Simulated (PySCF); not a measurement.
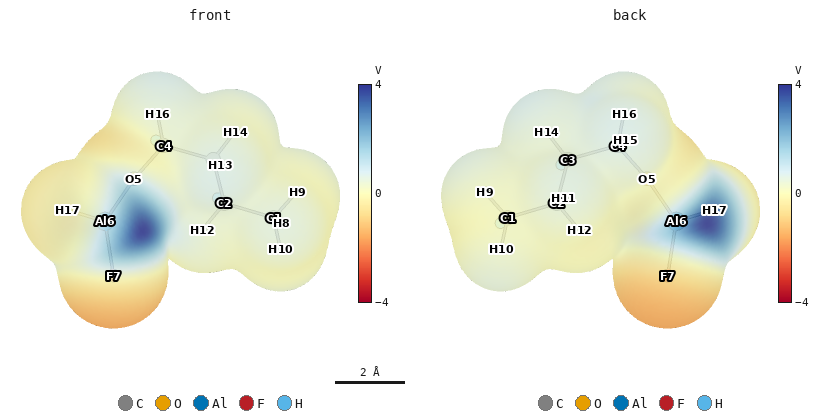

Figure 1: C$_{4}$H$_{10}$AlFO (SMILES CCCC[O][AlH][F]). The molecular electrostatic potential painted on the density surface at 0.002 e/bohr³, seen from the front and from behind; red is negative and blue positive.

Geometry: GFN2-xTB.

Theory: PySCF, PBE0/pcSseg-1, SCF density, gas phase, non-relativistic.

```csv
atom,x (Å),y (Å),z (Å)
C,-2.1384,-0.9911,-0.3617
C,-0.8228,-0.7414,0.3633
C,-0.6346,0.7340,0.7084
C,0.7010,0.9955,1.4044
O,1.7811,0.6551,0.5841
Al,2.9104,0.1826,-0.5044
F,2.8995,-1.2416,-1.3401
H,-2.1856,-0.4110,-1.2805
H,-2.9815,-0.7074,0.2647
H,-2.2382,-2.0433,-0.6163
H,-0.7938,-1.3333,1.2810
H,0.0080,-1.0653,-0.2712
H,-0.6693,1.3293,-0.2074
H,-1.4376,1.0704,1.3675
H,0.7603,0.4058,2.3267
H,0.7827,2.0581,1.6636
H,4.0517,1.1156,-0.7426
```

Where is the surface potential most negative and most positive?

The most negative region (about −1.5 V) lies over F7, the most positive (about +3.7 V) over Al6.
